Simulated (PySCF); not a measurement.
# C₁₁H₂F₈O₂: NMR shifts at several levels of theory, part 2 of 2

PySCF 2.14.0. Atoms count from 0. The steps go on from the part before.

### Step 6. Nuclear shieldings: KT2/pcSseg-1

What the job is given:

```
{"job": {"kind": "nmr", "xc": "KT2", "basis": "pcSseg-1", "pop": false}, "charge": 0, "multiplicity": 1}
O     -2.161318    -2.234202    -1.729823
C     -1.684116    -1.288098    -1.192592
O     -1.640478    -0.069257    -1.786969
C     -0.988531     0.949700    -1.035357
C      0.379356     0.488262    -0.634770
C      1.582206     1.132977    -0.858712
F      1.639837     2.286097    -1.502162
C      2.763847     0.548447    -0.393472
F      3.921565     1.142003    -0.599167
C      2.723002    -0.668768     0.287884
F      3.844434    -1.209631     0.716835
C      1.501798    -1.312990     0.514576
F      1.489189    -2.461652     1.167422
C      0.335281    -0.729359     0.051886
C     -1.062947    -1.256841     0.204261
C     -1.864226    -0.219373     1.006223
F     -3.140021    -0.617646     1.109527
F     -1.357885    -0.093151     2.239780
C     -1.800878     1.155742     0.253389
F     -3.034996     1.572615    -0.044170
F     -1.205944     2.081959     1.017434
H     -0.998398     1.865499    -1.637338
H     -1.130548    -2.241342     0.678464
```

With the program's defaults for keys left out, this is: GIAO KT2/pcSseg-1 NMR shielding, non-relativistic, gas phase.

Output:

```text
coarse grid: 24048 points
cycle   1  E = -1388.4634724014  dE =  4.485e+00  |g| = 1.894e+00  |ddm| = 5.482e+00
cycle   2  E = -1383.6998955823  dE =  4.764e+00  |g| = 4.762e+00  |ddm| = 7.343e+00
cycle   3  E = -1388.6303101812  dE = -4.930e+00  |g| = 1.297e+00  |ddm| = 6.266e+00
cycle   4  E = -1389.0236598659  dE = -3.933e-01  |g| = 2.404e-01  |ddm| = 1.439e+00
cycle   5  E = -1389.0153707665  dE =  8.289e-03  |g| = 3.330e-01  |ddm| = 6.771e-01
cycle   6  E = -1389.0375819185  dE = -2.221e-02  |g| = 6.439e-02  |ddm| = 3.713e-01
cycle   7  E = -1389.0382699671  dE = -6.880e-04  |g| = 2.898e-02  |ddm| = 1.045e-01
cycle   8  E = -1389.0383931750  dE = -1.232e-04  |g| = 1.003e-02  |ddm| = 3.705e-02
cycle   9  E = -1389.0384124163  dE = -1.924e-05  |g| = 3.352e-03  |ddm| = 1.356e-02
cycle  10  E = -1389.0384147083  dE = -2.292e-06  |g| = 1.456e-03  |ddm| = 4.970e-03
final grid: 249280 points
cycle  11  E = -1389.4655866509  dE = -3.801e-04  |g| = 7.753e-02  |ddm| = 2.256e-01
cycle  12  E = -1389.4622751438  dE =  3.312e-03  |g| = 1.613e-01  |ddm| = 2.273e-01
cycle  13  E = -1389.4664284033  dE = -4.153e-03  |g| = 1.918e-02  |ddm| = 1.785e-01
cycle  14  E = -1389.4665059208  dE = -7.752e-05  |g| = 4.066e-03  |ddm| = 2.354e-02
cycle  15  E = -1389.4665088395  dE = -2.919e-06  |g| = 1.577e-03  |ddm| = 4.691e-03
cycle  16  E = -1389.4665092640  dE = -4.245e-07  |g| = 4.167e-04  |ddm| = 1.879e-03
cycle  17  E = -1389.4665092963  dE = -3.224e-08  |g| = 1.937e-04  |ddm| = 6.405e-04
cycle  18  E = -1389.4665093044  dE = -8.138e-09  |g| = 5.036e-05  |ddm| = 2.469e-04
cycle  19  E = -1389.4665093049  dE = -5.039e-10  |g| = 1.327e-05  |ddm| = 6.616e-05
converged SCF energy = -1389.4665093049

GIAO shielding tensors (ppm)
atom      isotropic    diamagn.    paramagn.     s11        s22        s33       span
  0 O     -107.646     395.795    -503.441   -384.288   -212.094    273.443    657.731
  1 C       28.305     249.529    -221.224    -61.699     66.729     79.885    141.585
  2 O      114.535     398.384    -283.849    -65.477    161.679    247.403    312.880
  3 C      109.491     246.449    -136.957     92.549     98.377    137.548     44.999
  4 C       73.167     265.351    -192.184     10.587     49.667    159.247    148.659
  5 C       39.553     246.779    -207.226     -2.495     31.203     89.950     92.446
  6 F      309.101     475.550    -166.449    234.723    260.648    431.932    197.208
  7 C       42.048     261.145    -219.098     15.813     16.326     94.004     78.191
  8 F      322.419     471.325    -148.905    245.339    267.768    454.151    208.811
  9 C       40.590     260.856    -220.266     13.377     14.729     93.665     80.288
 10 F      319.424     471.379    -151.955    240.445    263.552    454.274    213.829
 11 C       39.241     245.599    -206.359     -3.583     31.059     90.246     93.829
 12 F      308.095     475.922    -167.826    234.595    260.196    429.495    194.900
 13 C       74.828     266.270    -191.442     11.736     54.626    158.124    146.388
 14 C      133.015     247.715    -114.700    117.643    128.332    153.070     35.426
 15 C       68.365     247.978    -179.613     50.046     69.229     85.821     35.775
 16 F      285.465     467.276    -181.811    198.728    308.166    349.501    150.773
 17 F      283.265     475.242    -191.977    198.339    309.860    341.595    143.257
 18 C       67.800     249.698    -181.899     49.164     70.954     83.280     34.117
 19 F      299.373     467.061    -167.687    223.149    321.560    353.411    130.262
 20 F      288.843     475.405    -186.562    199.183    310.292    357.055    157.872
 21 H       25.893      30.769      -4.876     22.267     25.629     29.784      7.517
 22 H       27.152      32.703      -5.550     23.522     27.318     30.617      7.095
```

Run time: 2.1 min. Hardware: 8 threads of Intel Xeon Platinum 8488C (Sapphire Rapids), shared host.

This run: δ C1 154.9, C11 144.0, C5 143.7, C9 142.6, H21 5.29, H22 4.03 ppm.

### Step 7. NMR shieldings: HF/pcSseg-1

The job, as its differences from that of step 6:

```diff
@@ -1,2 +1,2 @@
-{"job": {"kind": "nmr", "xc": "KT2", "basis": "pcSseg-1", "pop": false}, "charge": 0, "multiplicity": 1}
+{"job": {"kind": "nmr", "xc": "HF", "basis": "pcSseg-1", "pop": false}, "charge": 0, "multiplicity": 1}
 O     -2.161318    -2.234202    -1.729823
```

With the program's defaults for keys left out, this is: GIAO HF/pcSseg-1 NMR shielding, non-relativistic, gas phase.

Output:

```text
final grid: 249280 points
cycle   1  E = -1362.0322750740  dE =  6.793e+00  |g| = 1.766e+00  |ddm| = 5.557e+00
cycle   2  E = -1362.4208831742  dE = -3.886e-01  |g| = 1.294e+00  |ddm| = 2.423e+00
cycle   3  E = -1362.6995026427  dE = -2.786e-01  |g| = 1.833e-01  |ddm| = 1.356e+00
cycle   4  E = -1362.7076078236  dE = -8.105e-03  |g| = 7.451e-02  |ddm| = 2.158e-01
cycle   5  E = -1362.7090477993  dE = -1.440e-03  |g| = 2.315e-02  |ddm| = 1.100e-01
cycle   6  E = -1362.7092209179  dE = -1.731e-04  |g| = 7.486e-03  |ddm| = 3.110e-02
cycle   7  E = -1362.7092567581  dE = -3.584e-05  |g| = 2.616e-03  |ddm| = 2.007e-02
cycle   8  E = -1362.7092611456  dE = -4.387e-06  |g| = 1.130e-03  |ddm| = 5.842e-03
cycle   9  E = -1362.7092618484  dE = -7.029e-07  |g| = 3.870e-04  |ddm| = 2.491e-03
cycle  10  E = -1362.7092619326  dE = -8.422e-08  |g| = 1.351e-04  |ddm| = 8.275e-04
cycle  11  E = -1362.7092619438  dE = -1.114e-08  |g| = 4.111e-05  |ddm| = 3.342e-04
cycle  12  E = -1362.7092619447  dE = -9.018e-10  |g| = 1.722e-05  |ddm| = 7.670e-05
converged SCF energy = -1362.7092619447

GIAO shielding tensors (ppm)
atom      isotropic    diamagn.    paramagn.     s11        s22        s33       span
  0 O     -147.770     393.921    -541.691   -482.916   -278.787    318.395    801.311
  1 C       24.239     246.738    -222.500    -98.957     83.081     88.593    187.551
  2 O      166.435     397.715    -231.280     -6.002    229.169    276.138    282.140
  3 C      127.171     239.716    -112.545    112.600    116.119    152.795     40.195
  4 C       68.787     264.868    -196.080    -12.711     41.692    177.380    190.091
  5 C       40.938     244.894    -203.956    -33.495     43.669    112.639    146.134
  6 F      367.577     478.157    -110.579    304.074    331.045    467.613    163.539
  7 C       44.023     259.377    -215.353    -12.365     28.412    116.023    128.388
  8 F      378.148     479.093    -100.945    320.616    333.039    480.788    160.172
  9 C       42.784     258.920    -216.136    -15.023     27.593    115.782    130.804
 10 F      376.230     478.995    -102.765    318.344    329.414    480.932    162.588
 11 C       40.339     243.698    -203.359    -35.420     43.842    112.594    148.013
 12 F      366.629     478.188    -111.559    303.824    331.167    464.895    161.071
 13 C       71.208     265.963    -194.755    -13.265     48.909    177.981    191.246
 14 C      148.365     242.086     -93.721    136.433    144.665    163.996     27.563
 15 C       90.521     244.192    -153.671     79.962     89.068    102.533     22.570
 16 F      342.928     468.054    -125.126    258.548    368.177    402.059    143.511
 17 F      345.098     474.004    -128.906    260.091    371.194    404.010    143.919
 18 C       90.357     245.554    -155.197     80.695     90.204    100.172     19.476
 19 F      353.410     467.571    -114.161    276.370    378.413    405.449    129.079
 20 F      348.530     474.244    -125.714    260.599    371.894    413.097    152.498
 21 H       26.106      29.411      -3.305     21.616     25.222     31.480      9.864
 22 H       27.164      31.023      -3.859     22.630     26.570     32.291      9.661
```

Wall time 2.1 min (8 threads of Intel Xeon Platinum 8488C (Sapphire Rapids), shared host).

Key values: δ C1 166.6, C11 150.5, C5 149.9, C9 148.1, H21 5.58, H22 4.52 ppm.

### Step 8. Side by side: NMR shifts

Shifts (ppm) of some atoms, chosen among heavy atoms and hydrogens apart, with basis size and wall time:

| run | H21 | H22 | O2 | F16 | F19 | F10 | F8 | functions | time |
| --- | --- | --- | --- | --- | --- | --- | --- | --- | --- |
| PBE0/pcSseg-1 | 5.42 | 4.24 | 211.6 | -125.6 | -137.9 | -154.7 | -157.4 | 367 | 3.4 min |
| PBE/pcSseg-1 | 5.30 | 4.05 | 226.6 | -140.7 | -153.4 | -168.5 | -171.7 | 367 | 2.4 min |
| wB97X-D/pcSseg-1 | 5.43 | 4.25 | 206.0 | -119.4 | -131.2 | -151.3 | -153.8 | 367 | 5 min |
| KT2/pcSseg-1 | 5.29 | 4.03 | 216.1 | -146.9 | -160.8 | -180.8 | -183.8 | 367 | 2.1 min |
| HF/pcSseg-1 | 5.58 | 4.52 | 166.9 | -96.6 | -107.1 | -129.9 | -131.8 | 367 | 2.1 min |

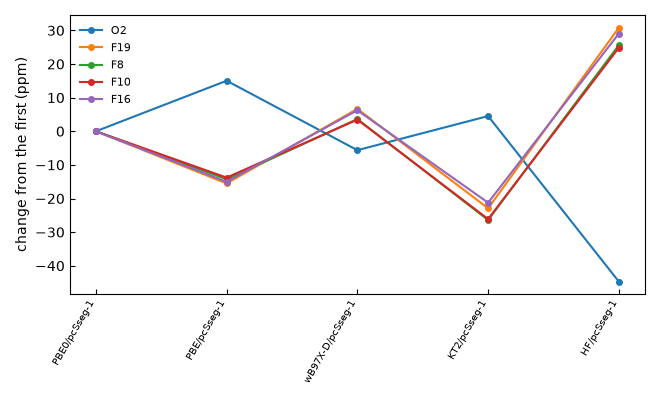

How five of the tabulated atoms move from run to run.

### Step 9. What came out

What follows sums up all 2 parts.

| quantity | value |
| --- | --- |
| point group | C1 |
| rotational constants (main isotopes) | 0.51, 0.26, 0.23 GHz |
| 13C shifts against TMS (PBE0/pcSseg-1) | 164.6, 151.9, 151.6, 150.4, 149.0, 119.3, 117.7, 115.3, 114.9, 72.9, 49.9 ppm |
| 1H shifts against TMS (PBE0/pcSseg-1) | 5.42, 4.24 ppm |
| 17O shifts against H2O (PBE0/pcSseg-1) | 475.3, 211.6 ppm |
| 19F shifts against CFCl3 (PBE0/pcSseg-1) | -124.9, -125.6, -130.2, -137.9, -143.9, -145.0, -154.7, -157.4 ppm |
| range of the shift of O2 | 166.9 to 226.6 ppm |

**Reading.** Single values in the summary come from the first sound run of each kind (PBE0/pcSseg-1), which need not be the best level. Relaxing lowered the energy by 0.050 eV in 5 steps; the close pair that moved most is C1–C14, from 1.546 to 1.529 Å. No frequency check was run at this level, so the end point may be a saddle. The most deshielded hydrogen is H21 (hydrogen on an sp3 CH bonded to O, on an aromatic ring), at 5.42 ppm: its carbon carries O, an electronegative neighbour. At PBE0/pcSseg-1: Shielding is most anisotropic at O0 (span 748 ppm, paramagnetic term -535 ppm). NICS(1)zz of -23 ppm above the planar ring from C4 marks a diatropic (aromatic) ring current. Across the 5 runs the shift of O2 moves most, between 166.9 (HF/pcSseg-1) and 226.6 ppm (PBE/pcSseg-1).
